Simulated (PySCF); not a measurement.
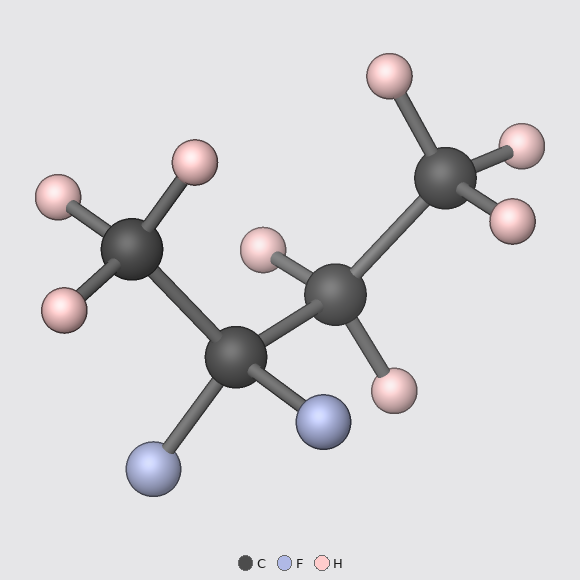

Ball-and-stick drawing of a structure. Every bond is drawn as one stick, whatever its order.

Give the formula.

Answer. C₄H₈F₂, 14 atoms: 4 carbon, 8 hydrogen and 2 fluorine.

Does it have rings?

Answer. It has no ring.

More results for the same structure follow; atom numbers are the same in all pictures, views and colours differ. The geometry was computed by an optimisation with PBE0-D3(BJ)/def2-SVP. No frequency run is at hand to confirm it as a minimum.

### Symmetry

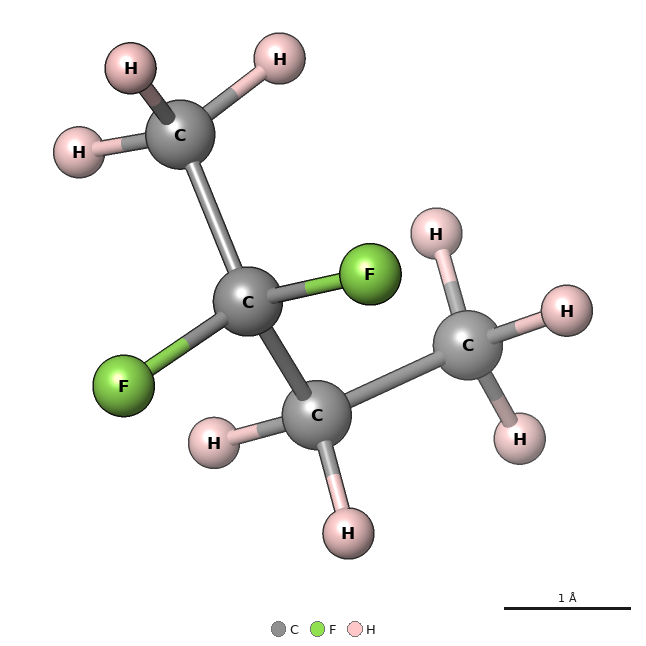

Distant atoms are faded towards the background colour. No frequency run is at hand to confirm it as a minimum. Masses are those of the most abundant isotopes; constants are for the rigid equilibrium geometry.

Classify the rotor and give the rotational constants (GHz).

Answer. An asymmetric top (C1): A = 4.81, B = 2.68, C = 2.62 GHz. Ray's parameter κ is −0.94, close to the prolate limit.

### Levels of theory compared

No frequency run is at hand to confirm it as a minimum. Program: PySCF 2.14.0.

At this fixed geometry, give dipole (D), HOMO–LUMO gap (eV) at these levels: BHandHLYP/aug-pcX-1 (pcseg-1 on H); PBE0/def2-SVPD; PBE0/def2-SVPD in chloroform (IEF-PCM); PBE0/def2-SVPD in dichloromethane (IEF-PCM); PBE0/pcSseg-1 in chloroform (IEF-PCM); PBE0/pcSseg-1 in dichloromethane (IEF-PCM); WP04/pcSseg-1 in chloroform (IEF-PCM); ωB97X-D/pcSseg-1 in chloroform (IEF-PCM).

| level | dipole (D) | HOMO–LUMO gap (eV) |
| --- | --- | --- |
| BHandHLYP/aug-pcX-1 (pcseg-1 on H) | 2.47 | 11.44 |
| PBE0/def2-SVPD | 2.39 | 9.91 |
| PBE0/def2-SVPD in chloroform (IEF-PCM) | 2.84 | 10.03 |
| PBE0/def2-SVPD in dichloromethane (IEF-PCM) | 2.94 | 10.05 |
| PBE0/pcSseg-1 in chloroform (IEF-PCM) | 2.68 | 10.73 |
| PBE0/pcSseg-1 in dichloromethane (IEF-PCM) | 2.76 | 10.77 |
| WP04/pcSseg-1 in chloroform (IEF-PCM) | 2.88 | 10.49 |
| ωB97X-D/pcSseg-1 in chloroform (IEF-PCM) | 2.73 | 14.51 |

### NMR shielding

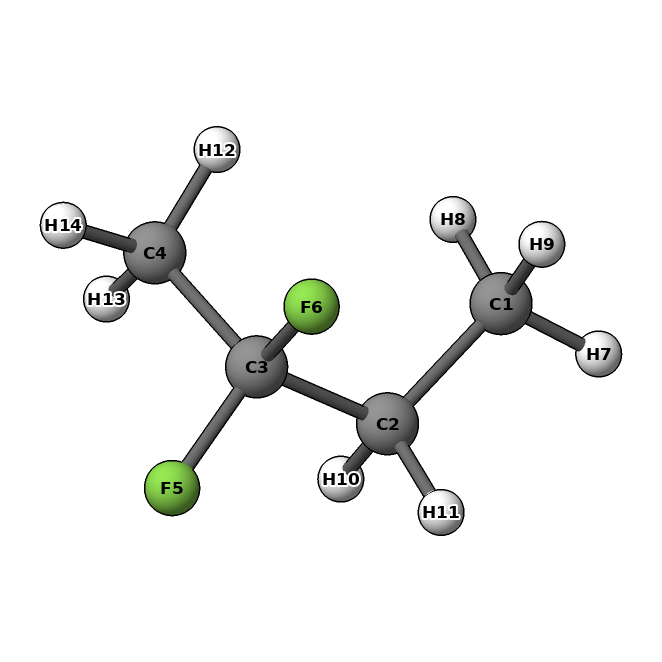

The questions are on isotropic NMR shieldings of the H atoms. No frequency run is at hand to confirm it as a minimum. Method: GIAO PBE0/pcSseg-1 NMR shielding, non-relativistic, IEF-PCM chloroform (PySCF 2.14.0).

Which H atom is the most shielded (lowest chemical shift)?

Answer. H8 (30.32 ppm).

Which H atom is the least shielded (highest chemical shift)?

Answer. H11 (29.42 ppm).

How wide is the range of H shifts?

Answer. 0.90 ppm.

List the isotropic NMR shieldings of the H atoms.

```tsv
atom	σ (ppm)
H7	30.15
H8	30.32
H9	30.19
H10	29.66
H11	29.42
H12	29.58
H13	29.99
H14	29.55
```

### Charges

The questions are on IAO charges. No frequency run is at hand to confirm it as a minimum. Level of theory: PBE0/pcSseg-1 in chloroform (IEF-PCM) (PySCF 2.14.0).

Give the IAO charges atom by atom.

| atom | value (e) |
| --- | --- |
| C1 | −0.42 |
| C2 | −0.28 |
| C3 | 0.58 |
| C4 | −0.45 |
| F5 | −0.32 |
| F6 | −0.33 |
| H7 | 0.15 |
| H8 | 0.14 |
| H9 | 0.15 |
| H10 | 0.15 |
| H11 | 0.15 |
| H12 | 0.16 |
| H13 | 0.16 |
| H14 | 0.16 |
